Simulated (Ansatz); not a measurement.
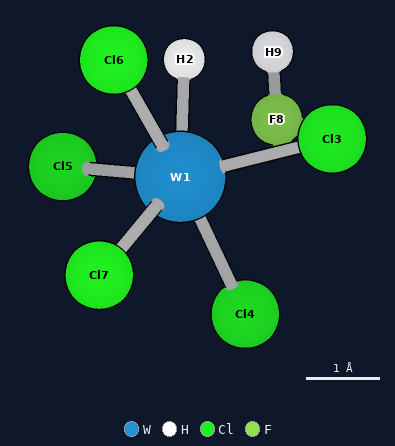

*The input geometry (ball-and-stick view, seen at a tilt; atoms are numbered from 1 in the order of the input). Sticks mark near contacts.*

Bond lengths as drawn: Cl–W 2.29 to 2.43 Å, F–H 0.94 Å and H–W 1.69 Å.

# Run report: WH2Cl5F, nudged elastic band

WH2Cl5F, computed with RKS PBE/def2-SVP (Ansatz 0.2.0).

It belongs to a series of runs on one base structure; here: band between the two ends. Figures and captions count atoms from 1; the log counts them from 0 in places.

The program's output:
```
Engine: ansatz 0.2.0, aarch64-unknown-linux-gnu
Functional definition: PBE
  parameter kappa = 0.804
  parameter beta = 0.06672455060314922
  exchange = pbe_x(kappa = kappa, mu = beta*pi^2/3)
  correlation = pbe_c(beta = beta)
1546 factors; their error is unknown
mean field evaluation 1: about -67141.4961 eV, gradient 4.0e1 eV
mean field evaluation 2: about -66991.2951 eV, gradient 2.2e2 eV
mean field evaluation 4: about -67144.0982 eV, gradient 1.6e1 eV
mean field evaluation 8: about -67144.9468 eV, gradient 5.9e-1 eV
mean field evaluation 16: about -67144.8489 eV, gradient 4.1e-3 eV
mean field -67144.84892982 eV, -2467.5276857578 hartree, gradient 6.8e-5 eV, S^2 0.000000; 1 other end points of the search recorded, 0 dependent functions left out
the calculation of the forces begins
reference -67144.84900198 eV, -2467.5276884094 hartree; 55, 55 occupied and 91, 91 virtual orbitals, 1546 factors
1546 factors; their error is unknown
mean field evaluation 32: about -67146.0049 eV, gradient 6.3e0 eV
mean field -67146.03213678 eV, -2467.5711678114 hartree, gradient 7.1e-5 eV, S^2 0.000000; 0 other end points of the search recorded, 0 dependent functions left out
[... from here on the field's lines of each further geometry are left out, up to the last ...]
NEB iter   1: max|band force component| = 6.860e0 eV/Å  barrier→ = 7.2313 eV  barrier← = 8.4145 eV  Δτ_max = 0.2000 Å  (945 SCF iters)
NEB iter   2: max|band force component| = 4.220e0 eV/Å  barrier→ = 4.0214 eV  barrier← = 5.2046 eV  Δτ_max = 0.2000 Å  (354 SCF iters)
NEB iter   3: max|band force component| = 2.553e0 eV/Å  barrier→ = 2.4892 eV  barrier← = 3.6724 eV  Δτ_max = 0.1931 Å  (293 SCF iters)
NEB iter   4: max|band force component| = 1.768e0 eV/Å  barrier→ = 1.3965 eV  barrier← = 2.5797 eV  Δτ_max = 0.1903 Å  (290 SCF iters)
NEB iter   5: max|band force component| = 1.725e0 eV/Å  barrier→ = 0.9336 eV  barrier← = 2.1168 eV  Δτ_max = 0.1931 Å  (275 SCF iters)
NEB iter   6: max|band force component| = 1.185e0 eV/Å  barrier→ = 0.7895 eV  barrier← = 1.9727 eV  Δτ_max = 0.1906 Å  (263 SCF iters)
NEB iter   7: max|band force component| = 5.312e-1 eV/Å  barrier→ = 0.7279 eV  barrier← = 1.9111 eV  Δτ_max = 0.2000 Å  (266 SCF iters)
NEB iter   8: max|band force component| = 8.862e-1 eV/Å  barrier→ = 0.6425 eV  barrier← = 1.8257 eV  Δτ_max = 0.1003 Å  (257 SCF iters)
NEB iter   9: max|band force component| = 8.170e-1 eV/Å  barrier→ = 0.5818 eV  barrier← = 1.7650 eV  Δτ_max = 0.1004 Å  (260 SCF iters)
NEB iter  10: max|band force component| = 8.567e-1 eV/Å  barrier→ = 0.5146 eV  barrier← = 1.6978 eV  Δτ_max = 0.0997 Å  (268 SCF iters)
NEB iter  11: max|band force component| = 7.047e-1 eV/Å  barrier→ = 0.3966 eV  barrier← = 1.5798 eV  Δτ_max = 0.0995 Å  (261 SCF iters)
NEB iter  12: max|band force component| = 7.174e-1 eV/Å  barrier→ = 0.2660 eV  barrier← = 1.4492 eV  Δτ_max = 0.1971 Å  (266 SCF iters)
NEB iter  13: max|band force component| = 6.340e-1 eV/Å  barrier→ = 0.1612 eV  barrier← = 1.3444 eV  Δτ_max = 0.2000 Å  (263 SCF iters)
NEB iter  14: max|band force component| = 5.573e-1 eV/Å  barrier→ = 0.3801 eV  barrier← = 1.5633 eV  Δτ_max = 0.1833 Å  (271 SCF iters)
NEB iter  15: max|band force component| = 4.213e-1 eV/Å  barrier→ = 0.3339 eV  barrier← = 1.5171 eV  CI = image 2  Δτ_max = 0.1320 Å  (249 SCF iters)
NEB iter  16: max|band force component| = 3.282e-1 eV/Å  barrier→ = 0.4366 eV  barrier← = 1.6198 eV  CI = image 2  Δτ_max = 0.0662 Å  (243 SCF iters)
NEB iter  17: max|band force component| = 2.153e-1 eV/Å  barrier→ = 0.4098 eV  barrier← = 1.5930 eV  CI = image 2  Δτ_max = 0.0657 Å  (233 SCF iters)
NEB iter  18: max|band force component| = 1.307e-1 eV/Å  barrier→ = 0.3925 eV  barrier← = 1.5757 eV  CI = image 2  Δτ_max = 0.0822 Å  (231 SCF iters)
NEB iter  19: max|band force component| = 9.764e-2 eV/Å  barrier→ = 0.3893 eV  barrier← = 1.5725 eV  CI = image 2  Δτ_max = 0.0585 Å  (230 SCF iters)
NEB iter  20: max|band force component| = 6.545e-2 eV/Å  barrier→ = 0.3888 eV  barrier← = 1.5720 eV  CI = image 2  Δτ_max = 0.1055 Å  (231 SCF iters)
the calculation of the forces begins
reference -67146.03063343 eV, -2467.5711125644 hartree; 55, 55 occupied and 91, 91 virtual orbitals, 1546 factors
1546 factors; their error is unknown
mean field -67144.46042405 eV, -2467.5134084339 hartree, gradient 1.0e-5 eV, S^2 0.000000; 2 other end points of the search recorded, 0 dependent functions left out
the calculation of the forces begins
reference -67144.46049715 eV, -2467.5134111205 hartree; 55, 55 occupied and 91, 91 virtual orbitals, 1546 factors
NEB iter  21: max|band force component| = 4.145e-2 eV/Å  barrier→ = 0.3885 eV  barrier← = 1.5717 eV  CI = image 2  Δτ_max = 0.0000 Å  (523 SCF iters)
```

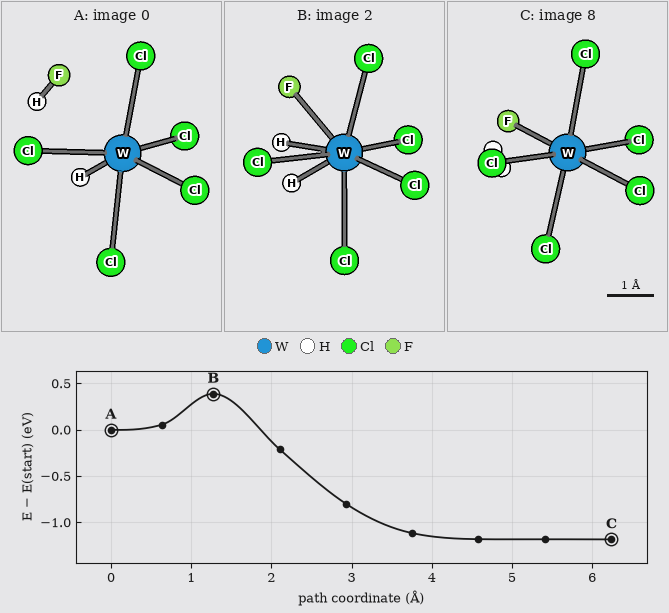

*Images of the last band (counted from 0; ball-and-stick, seen at a tilt) above the energy along the path; the line is a cubic interpolation that uses the forces.*

The highest image is number 2, 0.389 eV above the start and 1.572 eV above the end (the climbing image); the end lies 1.183 eV below the start. The path is 6.24 Å long. The band converged in 21 iterations.

```
Total energy: -67144.46049715 eV, -2467.5134111205 hartree
Atom 0 at     0.154131     0.264750    -0.087460 Å, force     0.021340     0.005258     0.009102 eV/Å
Atom 1 at     0.527990    -0.503525     1.603075 Å, force    -0.001493    -0.009337    -0.006336 eV/Å
Atom 2 at     2.443331     0.099916    -0.297191 Å, force    -0.008566    -0.008705     0.006369 eV/Å
Atom 3 at     0.090813     2.393357    -1.020958 Å, force    -0.008745    -0.003090     0.003096 eV/Å
Atom 4 at    -1.953147     0.454926     0.822049 Å, force    -0.007611     0.013987     0.008080 eV/Å
Atom 5 at    -0.001663    -2.129470     0.108539 Å, force     0.014789     0.003704    -0.004819 eV/Å
Atom 6 at    -0.436631    -0.338722    -2.247140 Å, force    -0.003364    -0.002140    -0.009734 eV/Å
Atom 7 at     0.670069     1.626166     1.506987 Å, force    -0.000144     0.006704    -0.018759 eV/Å
Atom 8 at     0.663107     0.380702     1.849000 Å, force    -0.006207    -0.006381     0.013001 eV/Å
Dipole moment:     0.028263    -0.060214     0.131689 e Å
this run last wrote the band of iteration 21 to [file]
```

The last band as extended XYZ (Å, eV, eV/Å):
```
9
Properties=species:S:1:pos:R:3:forces:R:3 image=0 energy=-67144.84893
W     0.1006    0.1114   -0.2907    0.0106   0.0089  -0.0227
H     0.3252   -0.5557    1.2431    0.0127  -0.0113   0.0107
Cl    2.4003    0.0784   -0.2456   -0.0161   0.0251  -0.0050
Cl    0.1912    2.3181   -1.0201    0.0051  -0.0219   0.0176
Cl   -1.9133    0.4831    0.7422   -0.0024  -0.0024   0.0025
Cl    0.1210   -2.3107   -0.1364   -0.0191   0.0040   0.0286
Cl   -0.6961   -0.5045   -2.3627    0.0053   0.0036  -0.0278
F     0.7346    1.6354    1.8188    0.0074  -0.0193   0.0154
H     0.8944    0.9925    2.4884   -0.0035   0.0135  -0.0193
9
Properties=species:S:1:pos:R:3:forces:R:3 image=1 energy=-67144.79252
W     0.1164    0.1780   -0.2083   -0.0111  -0.0355  -0.0404
H     0.4577   -0.5178    1.3336   -0.0333  -0.0054  -0.1292
Cl    2.4117    0.1311   -0.2891   -0.0157   0.0162   0.0083
Cl    0.0950    2.3700   -0.9828    0.0025  -0.0190   0.0208
Cl   -1.9159    0.4817    0.8175    0.0145   0.0135  -0.0022
Cl   -0.0261   -2.2388    0.0286   -0.0111  -0.0499  -0.0356
Cl   -0.4700   -0.4743   -2.3301   -0.0182  -0.0611  -0.0478
F     0.7293    1.6049    1.7494    0.0361  -0.0450   0.1225
H     0.7599    0.7134    2.1181    0.0363   0.1861   0.1035
9
Properties=species:S:1:pos:R:3:forces:R:3 image=2 energy=-67144.46042
W     0.1541    0.2647   -0.0875    0.0213   0.0053   0.0091
H     0.5280   -0.5035    1.6031   -0.0015  -0.0093  -0.0063
Cl    2.4433    0.0999   -0.2972   -0.0086  -0.0087   0.0064
Cl    0.0908    2.3934   -1.0210   -0.0087  -0.0031   0.0031
Cl   -1.9531    0.4549    0.8220   -0.0076   0.0140   0.0081
Cl   -0.0017   -2.1295    0.1085    0.0148   0.0037  -0.0048
Cl   -0.4366   -0.3387   -2.2471   -0.0034  -0.0021  -0.0097
F     0.6701    1.6262    1.5070   -0.0001   0.0067  -0.0188
H     0.6631    0.3807    1.8490   -0.0062  -0.0064   0.0130
9
Properties=species:S:1:pos:R:3:forces:R:3 image=3 energy=-67145.05899
W     0.1476    0.3906   -0.1660   -0.0109   0.1253  -0.0946
H     0.6055   -0.6532    2.0252    0.0888  -0.1851   0.4252
Cl    2.4246    0.0709   -0.3543   -0.0154   0.0090  -0.0607
Cl    0.0706    2.4409   -1.2749   -0.0529   0.0760  -0.2324
Cl   -1.9652    0.5066    0.7531   -0.0189   0.0130  -0.0614
Cl   -0.0117   -1.9645    0.1436    0.0230   0.1682   0.0019
Cl   -0.4575   -0.2830   -2.3145   -0.0121   0.0929  -0.0770
F     0.6152    1.6618    1.1919   -0.0719   0.0266  -0.3036
H     0.7290    0.0779    2.2326    0.0703  -0.3260   0.4027
9
Properties=species:S:1:pos:R:3:forces:R:3 image=4 energy=-67145.64586
W     0.0976    0.4316   -0.3627   -0.0288   0.0394  -0.1334
H     0.7240   -0.7362    2.4727    0.0682  -0.0882   0.3017
Cl    2.3772    0.1054   -0.5880   -0.0279   0.0553  -0.1641
Cl    0.0594    2.5023   -1.4165   -0.0065   0.0647  -0.0653
Cl   -2.0311    0.6031    0.5284   -0.0398   0.0468  -0.1605
Cl    0.0106   -1.8124    0.2918    0.0219   0.1104   0.0652
Cl   -0.5129   -0.3286   -2.4555   -0.0332  -0.0046  -0.1146
F     0.5947    1.4799    1.1305   -0.0231  -0.1446  -0.0163
H     0.8386    0.0030    2.6362    0.0693  -0.0792   0.2872
9
Properties=species:S:1:pos:R:3:forces:R:3 image=5 energy=-67145.96387
W     0.0831    0.4443   -0.5053   -0.0068  -0.0057  -0.0267
H     0.7678   -0.7827    2.9305    0.0209  -0.0172   0.1060
Cl    2.3621    0.1693   -0.8304   -0.0063   0.0238  -0.0810
Cl    0.1246    2.5466   -1.4841    0.0047   0.0271   0.0037
Cl   -2.1302    0.7061    0.1334   -0.0228   0.0212  -0.0778
Cl    0.0287   -1.6837    0.4208    0.0050   0.0384   0.0179
Cl   -0.4635   -0.4199   -2.5703   -0.0106  -0.0201  -0.0319
F     0.5315    1.2932    1.1172   -0.0023  -0.0447   0.0131
H     0.8539   -0.0252    3.0252    0.0182  -0.0229   0.0766
9
Properties=species:S:1:pos:R:3:forces:R:3 image=6 energy=-67146.02986
W     0.1039    0.4468   -0.6512   -0.0048  -0.0031  -0.0055
H     0.6930   -0.7899    3.5322    0.0025   0.0002   0.0183
Cl    2.3680    0.1799   -1.0748    0.0067  -0.0066   0.0108
Cl    0.1860    2.5854   -1.5457   -0.0124   0.0019   0.0006
Cl   -2.1299    0.7504   -0.1064    0.0030   0.0127  -0.0146
Cl    0.0438   -1.6477    0.3402    0.0138   0.0004  -0.0100
Cl   -0.4438   -0.4379   -2.7079   -0.0124  -0.0005   0.0025
F     0.5588    1.1941    1.0188    0.0037  -0.0023   0.0040
H     0.7783   -0.0331    3.4317   -0.0001  -0.0026  -0.0060
9
Properties=species:S:1:pos:R:3:forces:R:3 image=7 energy=-67146.03056
W     0.1925    0.4170   -0.7322    0.0127   0.0020   0.0125
H     0.3367   -0.6083    3.9799    0.0019   0.0091  -0.0043
Cl    2.4115    0.1850   -1.3648    0.0023   0.0403  -0.0152
Cl    0.1616    2.5824   -1.5620    0.0424  -0.0005  -0.0088
Cl   -1.9866    0.6910    0.0106   -0.0007  -0.0369   0.0160
Cl    0.2576   -1.7027    0.2031   -0.0411   0.0052   0.0086
Cl   -0.5313   -0.4233   -2.7522   -0.0043  -0.0057   0.0028
F     0.7928    1.1139    0.9152   -0.0152  -0.0103  -0.0010
H     0.5233   -0.0069    3.5393    0.0020  -0.0031  -0.0107
9
Properties=species:S:1:pos:R:3:forces:R:3 image=8 energy=-67146.03214
W     0.2618    0.3461   -0.6902   -0.0007  -0.0009  -0.0011
H    -0.0069   -0.2802    3.8558    0.0206   0.0216  -0.0182
Cl    2.4057    0.2250   -1.5663    0.0001  -0.0015   0.0007
Cl    0.1083    2.5556   -1.3776    0.0000   0.0035   0.0012
Cl   -1.8318    0.5085    0.2911   -0.0010  -0.0012  -0.0007
Cl    0.4653   -1.8224    0.1027   -0.0014  -0.0001  -0.0033
Cl   -0.6544   -0.3952   -2.6703    0.0025  -0.0009  -0.0004
F     1.0150    0.9573    0.9284   -0.0022  -0.0013   0.0011
H     0.3949    0.1534    3.3634   -0.0178  -0.0191   0.0207
```

This output came from the following input.

The input:
```yaml
crystal:
  periodic: [false, false, false]
  atoms:
    - { symbol: W, position_ang: [0.100619, 0.11144, -0.290742] }
    - { symbol: H, position_ang: [0.325193, -0.555651, 1.243084] }
    - { symbol: Cl, position_ang: [2.400308, 0.078414, -0.245628] }
    - { symbol: Cl, position_ang: [0.191214, 2.318131, -1.020129] }
    - { symbol: Cl, position_ang: [-1.91328, 0.483117, 0.742199] }
    - { symbol: Cl, position_ang: [0.121011, -2.310672, -0.136362] }
    - { symbol: Cl, position_ang: [-0.69611, -0.504514, -2.36267] }
    - { symbol: F, position_ang: [0.734644, 1.635366, 1.818766] }
    - { symbol: H, position_ang: [0.894402, 0.992469, 2.488383] }
basis:
  gaussian: { orbitals: def2-SVP }
hamiltonian:
  xc: pbe
neb:
  order_check: false
  images: 7
  f_tol: 0.05
  max_iterations: 60
  final_atoms:
    - { symbol: W, position_ang: [0.26179255, 0.34610104, -0.69018453] }
    - { symbol: H, position_ang: [-0.00688869, -0.28021877, 3.85579615] }
    - { symbol: Cl, position_ang: [2.40568091, 0.22498478, -1.56629331] }
    - { symbol: Cl, position_ang: [0.1082683, 2.55561273, -1.37761204] }
    - { symbol: Cl, position_ang: [-1.83176701, 0.50849974, 0.29110619] }
    - { symbol: Cl, position_ang: [0.46532276, -1.82241881, 0.10269649] }
    - { symbol: Cl, position_ang: [-0.6543882, -0.39517267, -2.67034811] }
    - { symbol: F, position_ang: [1.01504424, 0.9573148, 0.9283775] }
    - { symbol: H, position_ang: [0.39493615, 0.15339717, 3.36336267] }
  initial_path:
    images:
      - { positions_ang: [[0.100619, 0.11144, -0.290742], [0.325193, -0.555651, 1.243084], [2.400308, 0.078414, -0.245628], [0.191214, 2.318131, -1.020129], [-1.91328, 0.483117, 0.742199], [0.121011, -2.310672, -0.136362], [-0.69611, -0.504514, -2.36267], [0.734644, 1.635366, 1.818766], [0.894402, 0.992469, 2.488383]] }
      - { positions_ang: [[0.07051905, 0.08202991, -0.21112509], [0.28946614, -0.41128725, 1.45422529], [2.38987933, 0.06443393, -0.23571324], [0.1305363, 2.33445041, -0.76550915], [-2.03449874, 0.35361414, 0.6220043], [0.09374204, -2.33195634, -0.08799628], [-0.58535362, -0.38801898, -2.35966255], [0.90920502, 1.59942276, 1.50059479], [0.89450548, 0.94541141, 2.32008293]] }
      - { positions_ang: [[0.04041909, 0.05261982, -0.13150818], [0.25373927, -0.26692349, 1.66536658], [2.37945066, 0.05045385, -0.22579848], [0.06985861, 2.35076982, -0.51088931], [-2.15571747, 0.22411129, 0.50180961], [0.06647308, -2.35324068, -0.03963056], [-0.47459724, -0.27152395, -2.35665509], [1.08376604, 1.56347953, 1.18242357], [0.89460897, 0.89835382, 2.15178286]] }
      - { positions_ang: [[0.01031914, 0.02320973, -0.05189128], [0.21801241, -0.12255974, 1.87650787], [2.36902199, 0.03647378, -0.21588371], [0.00918091, 2.36708923, -0.25626946], [-2.27693621, 0.09460843, 0.38161491], [0.03920412, -2.37452502, 0.00873516], [-0.36384087, -0.15502893, -2.35364764], [1.25832705, 1.52753629, 0.86425236], [0.89471245, 0.85129623, 1.9834828]] }
      - { positions_ang: [[-0.01978081, -0.00620036, 0.02772563], [0.18228555, 0.02180401, 2.08764916], [2.35859331, 0.02249371, -0.20596895], [-0.05149678, 2.38340865, -0.00164962], [-2.39815494, -0.03489443, 0.26142021], [0.01193515, -2.39580936, 0.05710088], [-0.25308449, -0.03853391, -2.35064018], [1.43288807, 1.49159305, 0.54608115], [0.89481594, 0.80423863, 1.81518273]] }
      - { positions_ang: [[0.05061253, 0.08187499, -0.15175191], [0.13499199, -0.05370168, 2.52968591], [2.37036521, 0.07311648, -0.54605004], [-0.01155551, 2.42645967, -0.34564022], [-2.25655796, 0.10095412, 0.26884171], [0.12528206, -2.25246173, 0.06849978], [-0.35341042, -0.1276936, -2.43056716], [1.32842711, 1.35802349, 0.64165523], [0.76984599, 0.64152827, 2.20222771]] }
      - { positions_ang: [[0.12100587, 0.16995034, -0.33122945], [0.08769843, -0.12920738, 2.97172265], [2.38213711, 0.12373925, -0.88613113], [0.02838576, 2.46951069, -0.68963083], [-2.11496098, 0.23680266, 0.2762632], [0.23862896, -2.10911409, 0.07989868], [-0.45373635, -0.21685329, -2.51049415], [1.22396615, 1.22445392, 0.73722932], [0.64487604, 0.4788179, 2.5892727]] }
      - { positions_ang: [[0.19139921, 0.25802569, -0.51070699], [0.04040487, -0.20471308, 3.4137594], [2.39390901, 0.17436201, -1.22621222], [0.06832703, 2.51256171, -1.03362143], [-1.973364, 0.3726512, 0.28368469], [0.35197586, -1.96576645, 0.09129759], [-0.55406228, -0.30601298, -2.59042113], [1.11950519, 1.09088436, 0.83280341], [0.5199061, 0.31610753, 2.97631768]] }
      - { positions_ang: [[0.26179255, 0.34610104, -0.69018453], [-0.00688869, -0.28021877, 3.85579615], [2.40568091, 0.22498478, -1.56629331], [0.1082683, 2.55561273, -1.37761204], [-1.83176701, 0.50849974, 0.29110619], [0.46532276, -1.82241881, 0.10269649], [-0.6543882, -0.39517267, -2.67034811], [1.01504424, 0.9573148, 0.9283775], [0.39493615, 0.15339717, 3.36336267]] }
```

Command:
```bash
ansatz run input.yaml --threads 4 --pin off --max-ram 5120MiB --backend cpu --events-out ev --progress --plain --runs-dir out
```

Results in brief:

| quantity | value |
| --- | --- |
| outcome | converged |
| barrier, forward | 0.389 eV |
| barrier, backward | 1.572 eV |
| hardware | 4 threads of Arm Neoverse V2, 24 GiB of memory available, shared host |
| wall time | 5.9 min (CPU time 23 min) |
| peak memory | 0.42 GiB |

The order of the saddle point was not checked.
